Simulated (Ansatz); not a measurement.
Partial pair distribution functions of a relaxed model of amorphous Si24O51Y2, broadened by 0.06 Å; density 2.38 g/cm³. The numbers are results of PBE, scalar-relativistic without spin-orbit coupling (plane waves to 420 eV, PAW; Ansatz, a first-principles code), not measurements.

Preparation: random packing, a CHGNet melt and quench, and a DFT relaxation. O atoms were pushed apart under 1.9 Å during the dynamics, to hinder bonds among them. The hot cell started wider than the set density and was brought back towards it in steps. It is the lowest in DFT energy of 2 quenches. It is a model cell: composition and starting density were chosen by hand, and all elements were melted together. No dispersion term was used. Its density started from a set value of 2.38 and ended at 2.38 g/cm³. The quench (nominally 480 K/ps over its main leg) was far faster than any real one, so the model tends to hold more defects than a real film. Values belong to this one cell and scatter from quench to quench. The volume was held where the preparation left it and the shape relaxed, at a PBE pressure of 0.0 GPa.

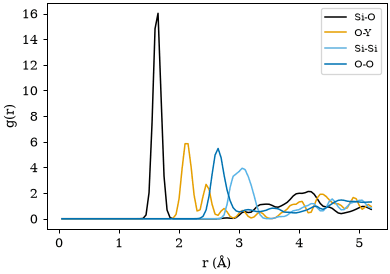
Figure: Partial pair distribution functions

Highest peaks under 4.5 Å: Si-O near 1.65 Å, O-Y near 2.10 Å, Si-Si near 3.05 Å, O-O near 2.65 Å; pairs of few atoms are noisy.

Within 1.90 Å each Si has 4.00 O neighbours on average.
